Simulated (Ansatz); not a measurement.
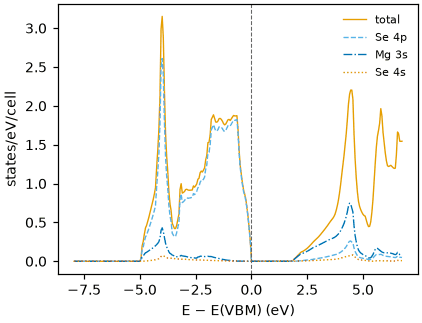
*Total and projected density of states of MgSe (rock salt, Fm-3m), the program Ansatz at the PBEsol level (PAW)*

Question: Which orbitals carry the states next to the gap?

Answer: Top 1 eV of the valence band: Se 4p 97 %. Bottom 1 eV of the conduction band: Mg 3s 78 %, Se 4p 8 %, outside the projected shells 10 %. Projections are on Löwdin-orthogonalised atomic valence shells; empty p or d shells of many metals are not among them.

Question: Where is the tallest occupied peak in this window, and what makes it?

Answer: Near -4.0 eV, about 3.2 states/eV per cell; the largest projected share is Se 4p.

The cell was relaxed with PBEsol under the symmetry of its start. Scalar-relativistic: spin–orbit coupling is off unless named, which matters more the heavier the elements.

Potentials: the later of the program's two PAW sets.
